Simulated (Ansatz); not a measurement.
# Cl2H2Se2Sn: the cost of one run

Program: Ansatz 0.2.0, Gaussian basis. Level of theory: the settings change from run to run. These are calculated values, not measurements.

**1. The relaxed structure**

The geometry comes from an earlier relaxation with PBE0-D4 in a triple-zeta def2 set; it is a stationary point, not always the lowest conformer. Sn takes a core potential in def2 sets; no spin-orbit term is included.

7 atoms, charge 0, spin multiplicity 1.

Atoms are counted from 1 here; the program's logs count them from 0.

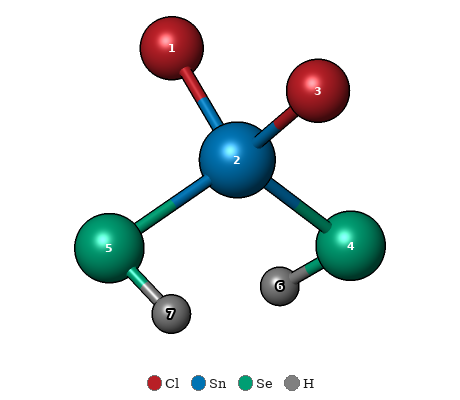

The geometry (chlorine red, tin blue, selenium teal, hydrogen grey); atoms are numbered from 1 in the order of the file.

Geometry (Å):

```
Cl   -0.6861   -2.6006   -0.4279
Sn    0.1466   -0.5423    0.2287
Cl    1.6157   -0.9440    1.9726
Se   -1.6128    0.9370    1.2220
Se    1.2931    0.3483   -1.8116
H    -2.2291    1.1061   -0.1027
H     1.5340    1.6274   -1.1268
```

**2. wB97M-V/def2-SVPD**

Input file in.yaml:

```yaml
crystal:
  periodic: [false, false, false]
  atoms:
    - {symbol: Cl, position_ang: [-0.686115, -2.600562, -0.427947]}
    - {symbol: Sn, position_ang: [0.146561, -0.542254, 0.228695]}
    - {symbol: Cl, position_ang: [1.615748, -0.943951, 1.972643]}
    - {symbol: Se, position_ang: [-1.612837, 0.936976, 1.222012]}
    - {symbol: Se, position_ang: [1.293074, 0.348251, -1.811603]}
    - {symbol: H, position_ang: [-2.229118, 1.106139, -0.102651]}
    - {symbol: H, position_ang: [1.533988, 1.627401, -1.126847]}
basis:
  gaussian: {orbitals: def2-SVPD}
hamiltonian: {xc: {name: wB97M-V}}
output: {forces: true}
```

Started as:

```console
$ ansatz run in.yaml --threads 4 --pin off --events-out ev --progress --plain --max-ram 11315MiB
```

**Question.** How long does this run take on 4 threads of Arm Neoverse V2, shared host, and how much memory does it need?

About 22 s, with a peak of 1.1 GiB.
